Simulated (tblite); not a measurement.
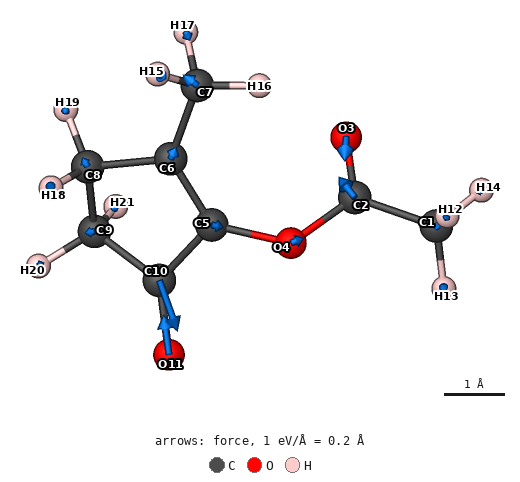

Starting geometry of C8H10O3 with the computed forces as blue arrows. The picture is a ball-and-stick view, seen at a tilt.

Computed with GFN2-xTB geometry optimisation, gas phase (tblite). 

Is this structure relaxed? If not, where do the atoms go?

It isn't relaxed: the largest force vector, on C10, is 4.61 eV/Å. The final displacements have little in common with the starting forces (cosine between the two patterns 0.14). Over 132 geometry steps the energy falls by 63.6 kJ/mol. H17 moves most after the best rigid fit: 0.93 Å. By element the largest moves are H 0.93 Å, O 0.76 Å, C 0.34 Å. Near-neighbour distances that change, for instance: C10–O11 1.259 → 1.205 Å, C7–H15 1.138 → 1.087 Å, C2–O4 1.391 → 1.344 Å, C9–C10 1.482 → 1.519 Å. Among the angles between lasting bonds that change: C8–C9–C10 99.7° → 105.7°, H12–C1–H13 114.0° → 108.1°, C1–C2–O4 115.9° → 110.1°. Groups turn about C6–C7 by about 45°, C8–C9 by about 35°, C9–C10 by about 35°.
